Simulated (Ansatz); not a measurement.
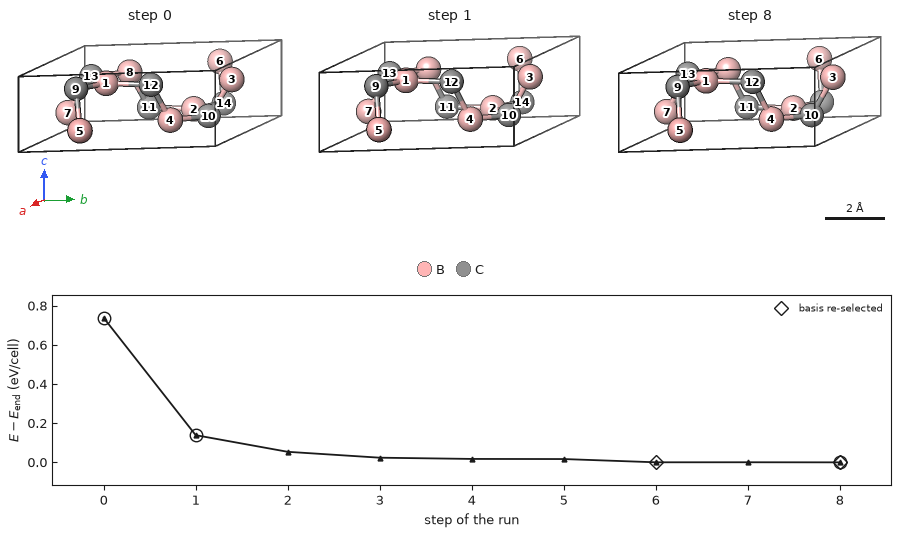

Frames of a relaxation of a crystal of B4C3 (a generated structure, set up in P6_3/m) (coarse preliminary run), marked on the history of the run. A ball-and-stick model of the cell of the calculation, seen slightly off an axis.

Level of theory: Ansatz, DFT PBE, scalar-relativistic, plane waves, PAW. Settings: plane-wave cutoff 420 eV; k-point mesh 3 × 3 × 6; occupations gaussian; smearing width 0.1 eV; no spin polarisation; cell and atoms relaxed; force threshold 0.04 eV/Å; at most 70 steps.

**Describe the path.**

The energy falls by 0.738 eV per cell of the calculation in 6 accepted moves (8 points after the start). Largest force component: 1.4 eV/Å at the start, 0.00065 eV/Å at the end. Pressure: 14.44 GPa at the start and 0.00 GPa at the end. The SCF was repeated twice at an unchanged geometry on a basis and grid sized afresh for the cell, which shifted the energy by 16.6 meV per cell of the calculation at most. The largest moves relative to the cell, 0.12 Å, are those of C9, C10, C11, C12, C13 and C14. C10 goes along [1 3 0]. Largest moves by element: C 0.12 Å, B 0.06 Å. The volume changes by +3.6 %, with a = b 6.848 → 6.827 Å (−0.3 %), c 2.623 → 2.733 Å (+4.2 %). Some distances before and after: B1–C12 1.560 → 1.607 Å, B3–C9 1.570 → 1.604 Å, B3–C10 1.564 → 1.580 Å. Among the angles between lasting bonds that change: B2–C10–B4 104.8° → 98.1°, B3–C10–B3 114.0° → 119.8°, C12–B4–C12 114.0° → 119.8°. The space group stays P6_3/m (No. 176). From step 0 to 1: C atoms move most (0.06 Å), volume +2.8 %, energy −0.599 eV per cell of the calculation. From step 1 to 8: C atoms move most (0.07 Å), volume +0.8 %, energy −0.139 eV per cell of the calculation.
